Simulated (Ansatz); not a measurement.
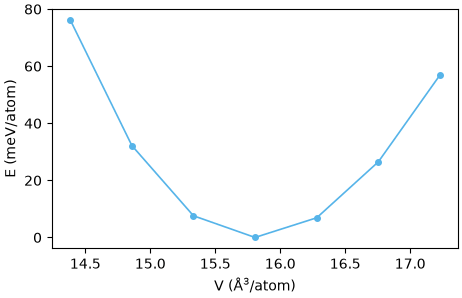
Fig. 1. BeMo2 (cubic Laves (MgCu2 type), Fd-3m) under volume change, PBE in the plane-wave PAW code Ansatz, scaled uniformly.

Problem. What does a third-order Birch–Murnaghan fit give for V₀, B₀ and B′?

Solution. V₀ = 15.81 Å³/atom, B₀ = 164 GPa, B′ = 3.9.

The cell is a constructed one: a structure type filled with these elements; neither database checked (COD, Materials Project) lists it. Whether it is the stable phase at ambient conditions was not checked. The cell was relaxed with PBE under the symmetry of its start; whether a distortion lowers the energy is not shown. The run is not spin-polarised.

Potentials: the earlier of the program's two PAW sets.
